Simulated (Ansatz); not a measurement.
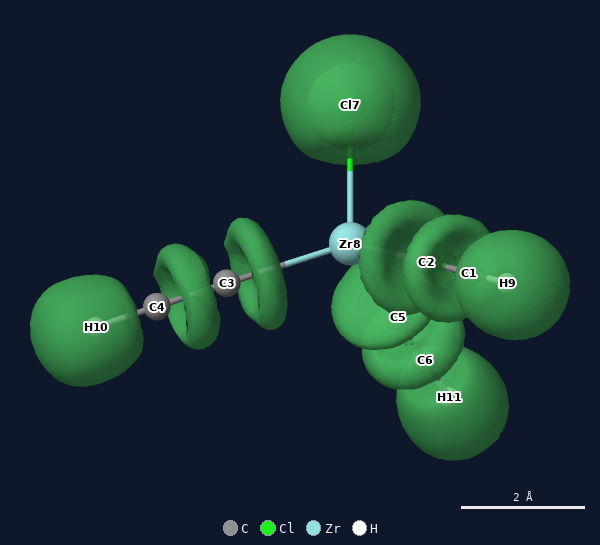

The picture shows: C$_{6}$H$_{3}$ClZr (SMILES C#[C][Zr]([Cl])([C]#C)[C]#C). Isosurface of the ELF at 0.8 (green), seen from one side. Core shells and regions of very low density are left out.

Geometry: PBE0-D4/def2-SVP; core potentials replace the inner electrons of Zr.

Computed with Ansatz, isolated molecule in a Gaussian basis; Kohn-Sham density functional theory, functional PBE0.

```xyz
11

C     2.9913    2.2571    1.7183
C     2.0850    1.4810    1.4296
C     0.7311   -1.7004    2.1030
C     0.8720   -2.7199    2.7722
C     0.6869   -0.4265   -1.1807
C     0.8029   -0.7267   -2.3654
Cl   -1.5734    1.0638    1.3172
Zr    0.5084    0.0924    0.9123
H     3.7877    2.9374    1.9713
H     0.9975   -3.6150    3.3588
H     0.9066   -0.9909   -3.4049
```

Q: What do the ELF domains correspond to?

A: The ELF exceeds this value in three regions between bonded C–C atoms (shared pairs), three regions around hydrogen nuclei, three lobes of the valence shell of C pointing towards Zr and one region wrapped around Cl (its valence shell). Profiles from the grid: C–C (1.23 Å): the ELF peaks at about 0.85 between the atoms: a short, multiple covalent bond. C–Zr (2.16 Å): the ELF peaks at about 0.95 in the valence shell of C, 0.7 Å from its nucleus, and is about 0.40 at the midpoint.
